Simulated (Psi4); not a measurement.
# C2H2F (SMILES C=[C]F): a chain of runs

We compute a geometry optimisation (UHF/pcseg-1), then the harmonic vibrations of C2H2F. Input form: an ASE script.

The calculation is run with Psi4 1.11.

**1. The system as given**

The species is C2H2F (5 atoms), typed as a doublet with charge 0. As SMILES, `C=[C]F`. Geometry: relaxed at PBE0-D4/def2-TZVP. The run starts from this shape.

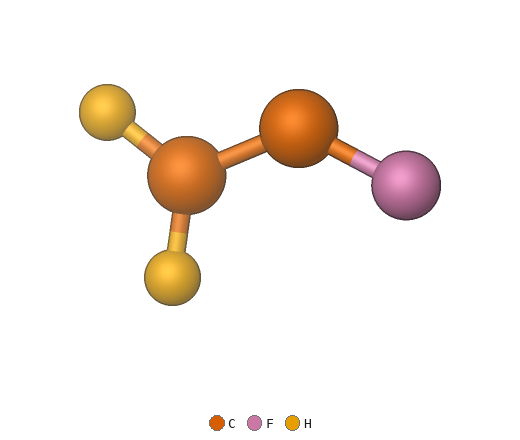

Viewed from a chosen angle; carbon orange, fluorine pink, hydrogen amber.

**2. A structure relaxation at UHF/pcseg-1 (density fitting) (run 1)**

run.py reads:

```python
import numpy as np
from ase.calculators.psi4 import Psi4
from ase import Atoms
from ase.optimize import FIRE

a = Atoms(['C', 'C', 'F', 'H', 'H'], positions=[
    [0.488200, -0.200400, 0.008400],
    [-0.592700, 0.393700, 0.447100],
    [-1.725600, 0.629500, -0.148900],
    [0.534700, -0.590400, -1.005400],
    [1.345200, -0.306200, 0.657500],
])
calc = Psi4(atoms=a, method='hf', basis='pcseg-1', memory='1600MB', num_threads=1, charge=0, multiplicity=2, label='c2h2f', reference='uhf')
a.calc = calc

opt = FIRE(a)
done = opt.run(fmax=0.02, steps=60)
print('converged:', done)
for s, p in zip(a.symbols, a.positions):
    print(f'{s:2s} {p[0]:12.6f} {p[1]:12.6f} {p[2]:12.6f}')
```

Launch:

```console
$ python run.py
```

c2h2f.dat:

```text
gradient() will perform analytic gradient computation.

   => Loading Basis Set <=

    Name: PCSEG-1
    Role: ORBITAL
    Keyword: BASIS

         ---------------------------------------------------------
                                   SCF
                              UHF Reference
                        1 Threads,   1525 MiB Core
         ---------------------------------------------------------

  ==> Geometry <==

    Molecular point group: c1
    Full point group: C1

    Geometry (in Angstrom), charge = 0, multiplicity = 2:

       Center              X                  Y                   Z               Mass
    ------------   -----------------  -----------------  -----------------  -----------------
         C            1.199746970991    -0.496053514348    -0.041121293531    12.000000000000
         C            0.117067605932     0.104035218435     0.412124309990    12.000000000000
         F           -1.006504969627     0.326402957548    -0.210513084390    18.998403162730
         H            1.238814234912    -0.881024323763    -1.049255671416     1.007825032230
         H            2.055618994075    -0.604268640969     0.600146218133     1.007825032230

  Running in c1 symmetry.

[... 84 lines left out ...]
   @DF-UHF iter SAD:  -175.43459016928199   -1.75435e+02   0.00000e+00
[... 3 lines left out ...]
   @DF-UHF iter   4:  -176.18399493006785   -2.61212e-03   3.70299e-04 DIIS/ADIIS
[... 3 lines left out ...]
   @DF-UHF iter   8:  -176.18817621341324   -1.53939e-03   8.55041e-05 DIIS
[... 3 lines left out ...]
   @DF-UHF iter  12:  -176.18827744956474   -1.01690e-06   3.86410e-06 DIIS
[... 3 lines left out ...]
   @DF-UHF iter  16:  -176.18827772341922   -3.49587e-12   2.74754e-08 DIIS
[... 6 lines left out ...]
   @S^2 Expected:                7.500000000E-01
[... 38 lines left out ...]
    Final Occupation by Irrep:
[... 12 lines left out ...]
    Two-Electron Energy =                 125.4414198704476888
[... 26 lines left out ...]
 Dipole Z            :          0.2636374           -0.2224380            0.0411994
[... 25 lines left out ...]
  Nuclear repulsion =   60.923217319153132

  ==> Basis Set <==

  Basis Set: PCSEG-1
    Blend: PCSEG-1
    Number of shells: 24
    Number of basis functions: 52
    Number of Cartesian functions: 55
    Spherical Harmonics?: true
    Max angular momentum: 2

  ==> DFJKGrad: Density-Fitted SCF Gradients <==

    Gradient:                    1
    J tasked:                  Yes
    K tasked:                  Yes
    wK tasked:                  No
    Integrals threads:           1
    Memory [MiB]:             1144
    Schwarz Cutoff:          1E-12
    Fitting Condition:       1E-10

   => Auxiliary Basis Set <=

  Basis Set: (PCSEG-1 AUX)
    Blend: DEF2-UNIVERSAL-JKFIT
    Number of shells: 87
    Number of basis functions: 263
    Number of Cartesian functions: 311
    Spherical Harmonics?: true
    Max angular momentum: 4

  -Total Gradient:
     Atom            X                  Y                   Z
    ------   -----------------  -----------------  -----------------
       1       -0.000020126947    -0.000009260259    -0.000048529423
       2       -0.000136681028     0.000008515769    -0.000124859527
       3       -0.000134375647     0.000126909059     0.000198596980
       4        0.000203000492    -0.000143199032    -0.000168049179
       5        0.000088183130     0.000017034464     0.000142841149

	total time  =          0 seconds =       0.00 minutes
```

Standard output:

```text
Step     Time          Energy          fmax
FIRE:    0 18:31:14    -4794.319476        0.709984
FIRE:    1 18:31:15    -4794.324248        0.323138
FIRE:    2 18:31:16    -4794.324691        0.246636
FIRE:    3 18:31:17    -4794.325217        0.157937
FIRE:    4 18:31:17    -4794.325557        0.174569
FIRE:    5 18:31:18    -4794.325838        0.210059
FIRE:    6 18:31:19    -4794.326222        0.170672
FIRE:    7 18:31:20    -4794.326560        0.079915
FIRE:    8 18:31:21    -4794.326618        0.093106
FIRE:    9 18:31:22    -4794.326630        0.085895
FIRE:   10 18:31:22    -4794.326652        0.072203
FIRE:   11 18:31:23    -4794.326678        0.053623
FIRE:   12 18:31:24    -4794.326704        0.048628
FIRE:   13 18:31:25    -4794.326724        0.049992
FIRE:   14 18:31:26    -4794.326741        0.050782
FIRE:   15 18:31:26    -4794.326756        0.050616
FIRE:   16 18:31:27    -4794.326777        0.049122
FIRE:   17 18:31:28    -4794.326806        0.048778
FIRE:   18 18:31:29    -4794.326844        0.041052
FIRE:   19 18:31:30    -4794.326886        0.034837
FIRE:   20 18:31:30    -4794.326927        0.034056
FIRE:   21 18:31:31    -4794.326968        0.036231
FIRE:   22 18:31:32    -4794.327019        0.039349
FIRE:   23 18:31:33    -4794.327079        0.029092
FIRE:   24 18:31:34    -4794.327131        0.034863
FIRE:   25 18:31:35    -4794.327184        0.031366
FIRE:   26 18:31:35    -4794.327238        0.015423
converged: True
C      0.488758    -0.200632     0.008343
C     -0.593921     0.399457     0.461588
F     -1.717494     0.621825    -0.161049
H      0.527826    -0.585603    -0.999792
H      1.344630    -0.308847     0.649610
```

Wall time 25 s (1 thread of Intel Xeon Platinum 8259CL at 2.50GHz (Skylake/Cascade Lake), shared host); peak memory 0.23 GiB.

The path in brief:

| step | energy from the first frame kept (eV) | largest force (eV/Å) |
| --- | --- | --- |
| 0 | 0.0000 | 0.7100 |
| 2 | -0.0052 | 0.2466 |
| 4 | -0.0061 | 0.1746 |
| 6 | -0.0067 | 0.1707 |
| 8 | -0.0071 | 0.0931 |
| 10 | -0.0072 | 0.0722 |
| 12 | -0.0072 | 0.0486 |
| 14 | -0.0073 | 0.0508 |
| 16 | -0.0073 | 0.0491 |
| 18 | -0.0074 | 0.0411 |
| 20 | -0.0075 | 0.0341 |
| 22 | -0.0075 | 0.0393 |
| 24 | -0.0077 | 0.0349 |
| 26 | -0.0078 | 0.0154 |

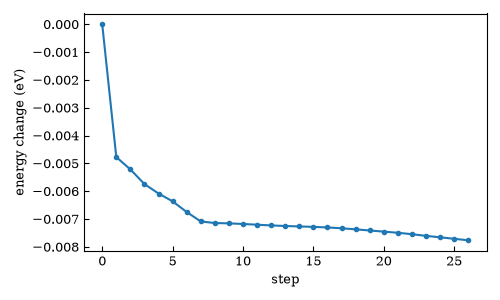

Energy along the run.

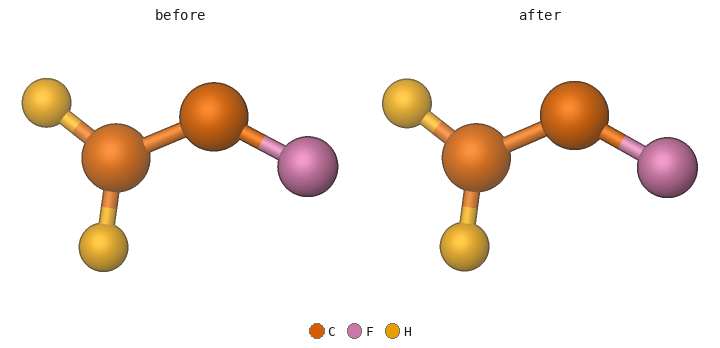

Before and after, at one scale.

After the run. Bond lengths: C1–C2 1.318 Å, C2–F3 1.304 Å, C1–H4 1.080 Å, C1–H5 1.075 Å. Angles: C1–C2–F3 128.4°, C2–C1–H4 120.9°, C2–C1–H5 119.6°, H4–C1–H5 119.5°.

**3. Vibrational wavenumbers at UHF/pcseg-1 (density fitting) (run 2)**

c2h2f.sdf reads:

```

     RDKit          3D

  5  4  0  0  0  0  0  0  0  0999 V2000
    0.4857   -0.1989    0.0097 C   0  0  0  0  0  3  0  0  0  0  0  0
   -0.5970    0.4012    0.4629 C   0  0  0  0  0  2  0  0  0  0  0  0
   -1.7206    0.6235   -0.1597 F   0  0  0  0  0  0  0  0  0  0  0  0
    0.5247   -0.5839   -0.9985 H   0  0  0  0  0  0  0  0  0  0  0  0
    1.3416   -0.3071    0.6509 H   0  0  0  0  0  0  0  0  0  0  0  0
  2  1  1  0
  3  2  1  0
  4  1  1  0
  5  1  1  0
M  RAD  2   1   2   2   3
M  END
$$$$
```

c2h2f_ase.py reads:

```python
import numpy as np
from ase.calculators.psi4 import Psi4
from ase.io import read
from ase.vibrations import Vibrations

mol = read('c2h2f.sdf')
calc = Psi4(atoms=mol, method='hf', basis='pcseg-1', memory='1600MB', num_threads=1, charge=0, multiplicity=2, label='c2h2f', reference='uhf')
mol.calc = calc

vib = Vibrations(mol, delta=0.01)
vib.run()
vib.summary()
```

Launch:

```console
$ python c2h2f_ase.py
```

c2h2f.dat, shortened:

```text
[...]
  Running in c1 symmetry.
[...]
   @DF-UHF iter   4:  -176.18396436381758   -2.60743e-03   3.69971e-04 ADIIS/DIIS
[...]
   @DF-UHF iter  16:  -176.18824373655224   -3.52429e-12   2.85495e-08 DIIS
[...]
   @S^2 Expected:                7.500000000E-01
[...]
  Nuclear repulsion =   60.903427055213299
[...]
    Number of basis functions: 52
[...]
  -Total Gradient:
     Atom            X                  Y                   Z
    ------   -----------------  -----------------  -----------------
       1       -0.003010615404     0.000184472004    -0.003354853499
       2        0.000069245978     0.000077360093     0.000054680461
       3       -0.000075868400     0.000015376043     0.000227620823
       4       -0.000225816961    -0.000085871338    -0.000386084068
       5        0.003243054786    -0.000191336802     0.003458636284
[...]
```

On the terminal:

```text
---------------------
  #    meV     cm^-1
---------------------
  0    0.1i      0.6i
  1    0.0i      0.2i
  2    0.0i      0.1i
  3    0.7       6.0
  4    1.7      13.4
  5    3.4      27.4
  6   60.1     485.1
  7   85.8     692.3
  8  112.1     904.0
  9  124.9    1007.6
 10  150.8    1216.4
 11  186.7    1505.8
 12  213.8    1724.8
 13  410.9    3313.8
 14  425.9    3435.5
---------------------
Zero-point energy: 0.888 eV
```

Run time: 29 s. Hardware: 1 thread of Intel Xeon Platinum 8259CL at 2.50GHz (Skylake/Cascade Lake), shared host; peak memory 0.26 GiB.

**4. Summary of results**

```
                                              quantity          value
           run 1, UHF/pcseg-1: total energy at the end  -176.18828 Eh
                     run 1, UHF/pcseg-1: dipole moment         1.36 D
run 1, UHF/pcseg-1: HOMO energy (highest over α and β)      -10.97 eV
 run 1, UHF/pcseg-1: LUMO energy (lowest over α and β)        2.55 eV
                              run 1, UHF/pcseg-1: ⟨S²⟩          0.940
```

In words: ⟨S²⟩ (run 1, UHF/pcseg-1) is 0.94 where a pure doublet has 0.75: the reference is spin-contaminated. The optimisation (run 1, UHF/pcseg-1) took 26 steps and changed the energy by -0.008 eV. ⟨S²⟩ (run 2, UHF/pcseg-1) is 0.94 where a pure doublet has 0.75: the reference is spin-contaminated.
